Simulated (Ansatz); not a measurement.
# A small benchmark: atomisation enthalpy at 298 K

10 molecules with two or more fluorines; the atomisation enthalpy at 298 K in kJ/mol, computed less measured. Shapes, held fixed at every level: PBE0-D4/def2-TZVP. Flexible molecules stand in one conformer, not always the lowest. Thermal terms are harmonic and unscaled (PBE0-D4/def2-TZVP); the spin-orbit lowering of the free atoms is taken from their spectra. Programs: Ansatz 0.2.0. Measured values: Active Thermochemical Tables, CRC Handbook of Chemistry and Physics, NIST-JANAF tables.

Levels: A = PBE-D4/def2-TZVPP; B = B2PLYP/def2-TZVPP; C = MP2/def2-SVP.

```csv
molecule,from tabulated heats,A,B,C
AlClF2 (SMILES [F][Al]([F])[Cl]),1609,-1,-29,-32
AsF3 (arsenic trifluoride),1326,+91,+4,-88
SOF2 (SMILES O=S(F)F),1229,+148,+11,-143
NF3 (nitrogen trifluoride),843,+162,-16,-80
CHBrF2 (bromodifluoromethane),1630,+90,-24,-44
C2Cl3F3 (SMILES FC(F)(Cl)C(F)(Cl)Cl),2753,+195,-64,-37
C2Cl4F2 (SMILES FC(F)(Cl)C(Cl)(Cl)Cl),2568,+224,-34,-11
"C2H2F3I (1,1,1-trifluoro-2-iodoethane)",2859,+132,-43,-53
"C3H3F3 (3,3,3-trifluoropropene)",3657,+160,-30,-44
C4F8 (octafluorocyclobutane),5045,+353,-67,+21
```

**Question.** Sum up the errors.

**Answer.** 
```csv
level,kind,mean error,mean absolute error,worst case
PBE-D4/def2-TZVPP,GGA,+155.4,155.6,C4F8
B2PLYP/def2-TZVPP,double hybrid,-29.2,32.2,C4F8
MP2/def2-SVP,perturbation theory,-51.1,55.3,SOF2
```

On this set B2PLYP/def2-TZVPP has the smallest mean absolute error and PBE-D4/def2-TZVPP the largest. PBE-D4/def2-TZVPP is too high in 9 of 10; B2PLYP/def2-TZVPP is too low in 8 of 10; MP2/def2-SVP is too low in 9 of 10. The heats of AlClF2, C2Cl3F3, C2H2F3I, C3H3F3, C4F8 come from older tables and can be uncertain by 10 kJ/mol or more. The molecules' own spin-orbit binding is left out, so errors for heavy halides read too negative. Heats of the atoms come from ATcT where it has them. The levels differ in basis as well as in method. With so many references in doubt the order of the levels isn't settled. The tabulated values of AsF3, SOF2, C2Cl4F2 are in doubt (older tables, estimates, or at odds with other calculations) and kept here. Over the 7 molecules whose values aren't doubted the mean absolute errors are A 156.1; B 39.0; C 44.4. For B2PLYP/def2-TZVPP the error tends to grow with the atomisation enthalpy. Correlated wave functions converge slowly with the basis. For atoms past krypton def2 sets carry core potentials with scalar relativity. Relativity is left out for As, Br. Outer-core shells of As, Br, I are correlated, in sets that cover them unevenly. The set is small.

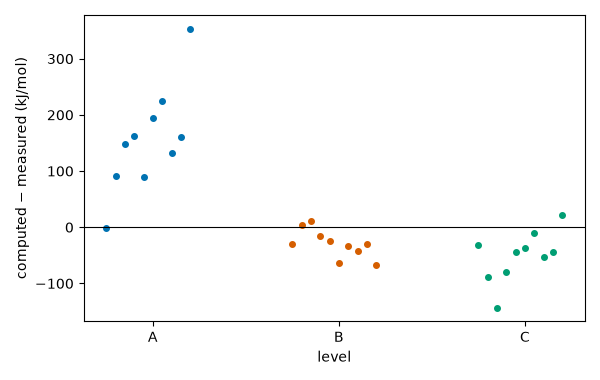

Errors of each level, one point a molecule.
